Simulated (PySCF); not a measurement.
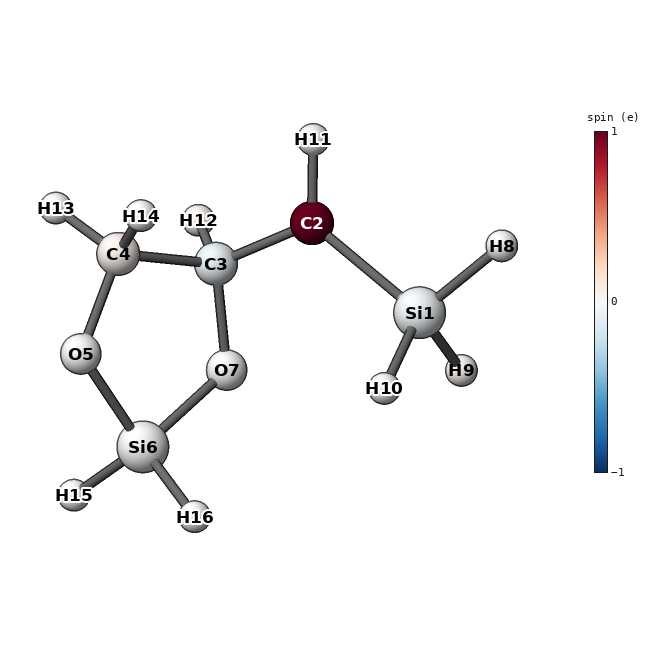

Atoms are coloured by their Mulliken spin populations. The species is neutral and a spin doublet. Computed geometry: GFN2-xTB optimisation. No frequency run is at hand to confirm it as a minimum. Properties computed with UKS B3LYP, pcH-1 on C H O Si, non-relativistic (PySCF 2.14.0).

List the Mulliken spin populations.

```csv
atom,value (e)
Si1,−0.04
C2,1.00
C3,−0.08
C4,0.04
O5,0.01
Si6,0.00
O7,0.00
H8,0.00
H9,0.03
H10,0.04
H11,−0.04
H12,0.04
H13,0.01
H14,0.00
H15,0.00
H16,0.00
```

Mulliken values depend strongly on the basis set. The geometry is semi-empirical. Around Si such bond lengths and angles can be off by a tenth of an ångström or more and by several degrees, and values that hang on the shape move with them.
